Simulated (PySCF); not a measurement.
# CuO: from the state search to spectroscopic constants

One job finds the state of CuO, follows it along the bond with each method and fits the curves.

Computed with PySCF 2.14.0. Level: Cu def2-TZVPP, O def2-TZVPP, no relativity.

## 1. The job

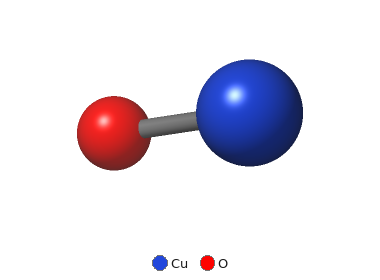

The two atoms at the starting distance (copper blue, oxygen red).

The job is set up so:

| Quantity | Value |
| --- | --- |
| atoms | Cu, O |
| charge | 0 |
| basis | Cu def2-TZVPP, O def2-TZVPP |
| Hamiltonian | no relativity |
| basis functions | 95 |
| electrons treated | 37 |
| masses in u | 62.9296, 15.9949 |
| levels | PBE0, PBE, r²SCAN, r²SCAN0, MN15, B97-3, BLYP, ωB97X, HF, MP2, SCS-MP2 |
| grid | 80 radial by 434 angular points |
| occupations | held fixed by the projection of orbital angular momentum |
| dissociation limit | Cu + O, each in its ground configuration |
| starting distance in angstrom | 1.735 |
| values of 2S to try | 1, 3, 5 |

On the command line:

```bash
$ OMP_NUM_THREADS=1 python dia.py task.json out
```

The runs that follow: PBE0 along the bond; Higher solutions at PBE0; PBE (GGA); r²SCAN; r²SCAN0 (hybrid meta-GGA); MN15 (hybrid meta-GGA); B97-3 (global hybrid GGA); BLYP (GGA); ωB97X (range-separated hybrid); UHF.

What does the calculation give? Wanted: for each run, Re; ωe; De; μ.

**Answer**, as computed:

Lowest PBE0 solution found, without spin–orbit coupling: ²Π (doublet), unpaired electrons π ↑. State 2 has its PBE0 minimum 1.06 eV higher. State 3 has its PBE0 minimum 1.71 eV higher. The other levels ran on the lowest alone.

| level | Re (Å) | ωe (cm⁻¹) | De (eV) | μ (D) |
| --- | --- | --- | --- | --- |
| UHF | 1.870 | 549 | 0.66 | -6.33 |
| PBE | 1.721 | 657 | 3.28 | -4.18 |
| BLYP | 1.736 | 638 | 3.16 | -4.12 |
| r²SCAN | 1.717 | 658 | 3.08 | -4.36 |
| PBE0 | 1.756 | 599 | 2.61 | -4.72 |
| r²SCAN0 | 1.756 | 608 | 2.51 | -4.85 |
| B97-3 | 1.776 | 574 | 2.65 | -4.81 |
| MN15 | 1.770 | 599 | 2.69 | -4.97 |
| ωB97X | 1.760 | 607 | 2.90 | -4.98 |

De is counted to Cu + O in their ground configurations. A positive dipole means Cu(−)O(+). No constants: UHF-MP2 (the points don't follow one smooth fit); UHF-SCS-MP2 (the points don't follow one smooth fit).

What this shows: Bond lengths run from 1.717 Å (r²SCAN) to 1.870 Å (UHF). Of the levels with a De here, UHF gives the least (0.66 eV) and PBE the most (3.28 eV).

Correlated steps freeze 6 core orbitals. The state is the lowest single determinant that the PBE0 search found; with open d or f shells the true ground state can be another one.
